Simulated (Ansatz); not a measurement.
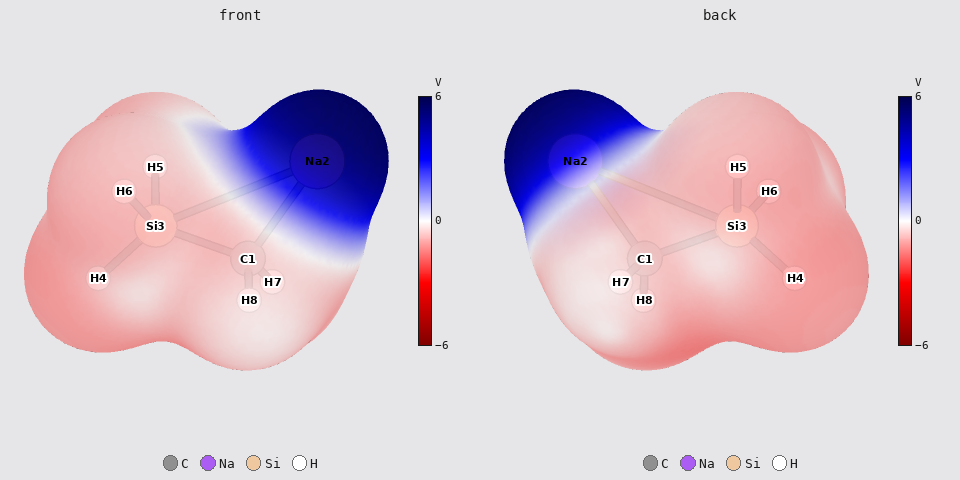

Figure. CH$_{5}$NaSi. The molecular electrostatic potential painted on the density surface at 0.002 e/bohr³, seen from the front and from behind; the colour scale runs from red (negative) to blue (positive).

Geometry: PBE0-D3(BJ)/def2-SVP.

Theory: isolated molecule in a Gaussian basis; Kohn-Sham density functional theory, functional PBE0 in Ansatz.

| atom | x (Å) | y (Å) | z (Å) |
| --- | --- | --- | --- |
| C | 0.1108 | 0.4934 | -0.4553 |
| Na | 1.5271 | 1.9552 | 0.6445 |
| Si | 0.7545 | -1.2075 | -0.2108 |
| H | 0.0195 | -2.3797 | -0.8243 |
| H | 0.8469 | -1.5511 | 1.2573 |
| H | 2.1665 | -1.3373 | -0.7315 |
| H | -0.9066 | 0.6077 | -0.0409 |
| H | 0.0800 | 0.7677 | -1.5248 |

### Describe the electrostatic potential map.

The most negative region (about −1.5 V) lies over C1, the most positive (about +5.7 V) over Na2.

### What dipole moment does the calculation give?

Its dipole moment is 7.48 D.
